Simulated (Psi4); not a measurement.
# B2PLYP/6-311+G(d,p) (density fitting for correlation) run of HNO3 (peroxynitrous acid)

Aim: the vertical ionisation energy of HNO3 (peroxynitrous acid) at B2PLYP/6-311+G** (density fitting for correlation), from 2 runs. 

The calculation is run with Psi4 1.11.

1 further run of the same task is left out (set aside as unsound or not needed).

**1. The molecule**

HNO3: 5 atoms, total charge 0, spin state singlet. SMILES: `O=NOO`. The shape is that of a PBE0-D4/def2-TZVP optimisation. This is one conformer, not always the lowest.

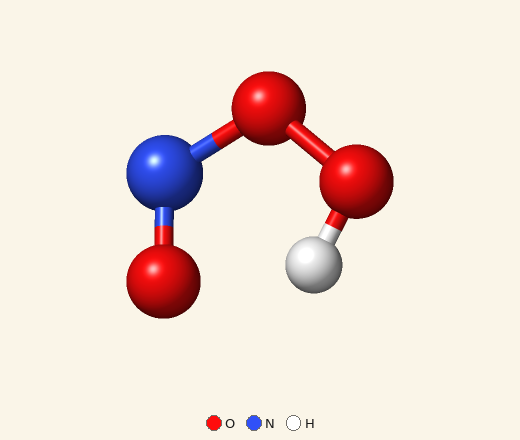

Viewed from a chosen angle; oxygen red, nitrogen blue, hydrogen white.

**2. A single-point energy at B2PLYP/6-311+G(d,p) (density fitting for correlation)**

The input, job.json:

```json
{
  "schema_name": "qcschema_input",
  "schema_version": 1,
  "molecule": {
    "schema_name": "qcschema_molecule",
    "schema_version": 2,
    "symbols": ["O", "N", "O", "O", "H"],
    "geometry": [0.25766416, -1.57850713, 1.85015526, -1.64740654, -1.18731492, 0.75738333, -1.46470782, 0.54524268, -1.11304869, 0.96111471, 1.56257674, -1.41266476, 1.8933544, 0.65800264, -0.08178735],
    "molecular_charge": 0,
    "molecular_multiplicity": 1,
    "fix_symmetry": "c1",
    "fix_com": true,
    "fix_orientation": true
  },
  "driver": "energy",
  "model": {
    "method": "b2plyp",
    "basis": "6-311+G**"
  },
  "keywords": {
    "puream": true,
    "e_convergence": 1e-09,
    "d_convergence": 1e-08,
    "scf_type": "pk",
    "dft_radial_points": 99,
    "dft_spherical_points": 590,
    "num_frozen_docc": 4
  }
}
```

Started as:

```
$ psi4 --qcschema job.json -n 1 --memory 2200MB
```

stdout:

```text
[...]
  Running in c1 symmetry.
[...]
  Nuclear repulsion =  124.505206427260205
[...]
  Multiplicity = 1
[...]
  Nalpha       = 16
  Nbeta        = 16
[...]
    Number of basis functions: 94
[...]
   @RKS iter   1:  -280.33918172614011   -4.32124e-01   5.64174e-03 ADIIS/DIIS
[...]
   @RKS iter  13:  -280.43626858243545   -1.19371e-12   4.71980e-09 DIIS
[...]
    Orbital Energies [Eh]
    ---------------------
    Doubly Occupied:
       1A    -19.893357     2A    -19.847572     3A    -19.834899
       4A    -15.075311     5A     -1.460156     6A     -1.326812
       7A     -1.127957     8A     -0.824526     9A     -0.726247
      10A     -0.651294    11A     -0.647080    12A     -0.534251
      13A     -0.528697    14A     -0.526519    15A     -0.408326
      16A     -0.398796
[...]
  @RKS Final Energy:  -280.43626858243545
   => Energetics <=
    Nuclear Repulsion Energy =            124.5052064272602053
    One-Electron Energy =                -630.9258753606111441
    Two-Electron Energy =                 241.7355535325308722
    DFT Exchange-Correlation Energy =     -15.7511531816153632
    Empirical Dispersion Energy =           0.0000000000000000
    VV10 Nonlocal Energy =                  0.0000000000000000
    Total Energy =                       -280.4362685824354458
[...]
 Multipole Moments:
 ------------------------------------------------------------------------------------
     Multipole            Electronic (a.u.)      Nuclear  (a.u.)        Total (a.u.)
 ------------------------------------------------------------------------------------
 L = 1.  Multiply by 2.5417464519 to convert [e a0] to [Debye]
 Dipole X            :         11.9056404          -11.6059230            0.2997174
 Dipole Y            :          3.2812009           -3.4187035           -0.1375026
 Dipole Z            :          0.4413767           -0.1845696            0.2568072
 Magnitude           :                                                    0.4179563
[...]
```

The result, in JSON:

```text
{
 "driver": "energy",
 "model": {
  "method": "b2plyp",
  "basis": "6-311+G**"
 },
 "success": true,
 "return_result": -280.70566242720844,
 "properties": {
  "calcinfo_nbasis": 94,
  "calcinfo_nmo": 94,
  "calcinfo_nalpha": 16,
  "calcinfo_nbeta": 16,
  "calcinfo_natom": 5,
  "nuclear_repulsion_energy": 124.5052064272602,
  "return_energy": -280.70566242720844,
  "scf_one_electron_energy": -630.9258753606111,
  "scf_two_electron_energy": 241.73555353253087,
  "scf_xc_energy": -15.751153181615363,
  "scf_dipole_moment": [0.2997174401130742, -0.13750258161404183, 0.2568071868185921],
  "scf_total_energy": -280.43626858243545,
  "scf_iterations": 13
 }
}
```

It took 7.5 s on 1 thread of AMD EPYC 9B45 (Zen 5), shared host; peak memory 1 GiB.

**3. The doublet cation at the same level**

The input, calc.dat:

```
memory 2200 MB

molecule {
  1 2
  O      0.136350    -0.835310     0.979060
  N     -0.871770    -0.628300     0.400790
  O     -0.775090     0.288530    -0.589000
  O      0.508600     0.826880    -0.747550
  H      1.001920     0.348200    -0.043280
  symmetry c1
}

set globals {
  reference            uks
  puream               true
  e_convergence        1e-09
  d_convergence        1e-08
  scf_type             pk
  dft_radial_points    99
  dft_spherical_points 590
  num_frozen_docc      4
  maxiter              100
}

e_tot, wfn = energy("b2plyp/6-311+G**", return_wfn=True)
```

Started as:

```
$ psi4 -i calc.dat -o calc.out -n 1
```

calc.out:

```text
[...]
  Running in c1 symmetry.
[...]
  Nuclear repulsion =  124.505206358298807
[...]
  Multiplicity = 2
[...]
  Nalpha       = 16
  Nbeta        = 15
[...]
    Number of basis functions: 94
[...]
   @UKS iter   1:  -279.83635427096078    7.07036e-02   6.33091e-03 DIIS/ADIIS
[...]
   @UKS iter  22:  -279.98992772838858   -1.13687e-12   3.74297e-09 DIIS
[...]
   @S^2 Observed:                7.761714177E-01
[...]
    Orbital Energies [Eh]
    ---------------------
    Alpha Occupied:
       1A    -20.273658     2A    -20.241931     3A    -20.132350
       4A    -15.441939     5A     -1.828316     6A     -1.666525
       7A     -1.444275     8A     -1.165428     9A     -1.086648
      10A     -1.014809    11A     -0.991058    12A     -0.857745
      13A     -0.846666    14A     -0.837858    15A     -0.793688
      16A     -0.692283
    Alpha Virtual:
      17A     -0.390774    18A     -0.227334    19A     -0.152395
      20A     -0.110442    21A     -0.089351    22A     -0.080448
      23A     -0.069341    24A     -0.039091    25A      0.005210
[...]
  @UKS Final Energy:  -279.98992772838858
   => Energetics <=
    Nuclear Repulsion Energy =            124.5052063582988069
    One-Electron Energy =                -620.3128764989720594
    Two-Electron Energy =                 231.3635069613047222
    DFT Exchange-Correlation Energy =     -15.5457645490200047
    Empirical Dispersion Energy =           0.0000000000000000
    VV10 Nonlocal Energy =                  0.0000000000000000
    Total Energy =                       -279.9899277283885795
[...]
 Multipole Moments:
 ------------------------------------------------------------------------------------
     Multipole            Electronic (a.u.)      Nuclear  (a.u.)        Total (a.u.)
 ------------------------------------------------------------------------------------
 L = 1.  Multiply by 2.5417464519 to convert [e a0] to [Debye]
 Dipole X            :         -0.8964164            1.1412181            0.2448017
 Dipole Y            :         -0.9481265            0.3893579           -0.5587687
 Dipole Z            :          0.7491933           -0.0412057            0.7079877
 Magnitude           :                                                    0.9345570
[...]
```

It took 19 s on 1 thread of AMD EPYC 9B45 (Zen 5), shared host; peak memory 1 GiB.

**4. What came out**

At B2PLYP/6-311+G** (density fitting for correlation), 4 core orbitals frozen:

| quantity | value |
| --- | --- |
| singlet HNO3: total energy | -280.70566 Eh |
| singlet HNO3: HOMO energy (SCF part's orbitals) | -10.85 eV |
| singlet HNO3: LUMO energy (SCF part's orbitals) | -1.24 eV |
| singlet HNO3: HOMO–LUMO gap (SCF part's orbitals) | 9.62 eV |
| doublet cation: total energy | -280.25772 Eh |
| doublet cation: HOMO energy (SCF part's orbitals) (highest over α and β) | -18.84 eV |
| doublet cation: LUMO energy (SCF part's orbitals) (lowest over α and β) | -13.16 eV |
| doublet cation: ⟨S²⟩ | 0.776 |
| vertical ionisation energy (to the doublet cation) | 12.189 eV |

In words: The vertical ionisation energy comes to 12.19 eV (281 kcal/mol). −ε(HOMO) before ionisation, 10.85 eV, is 1.34 eV below this ionisation energy.
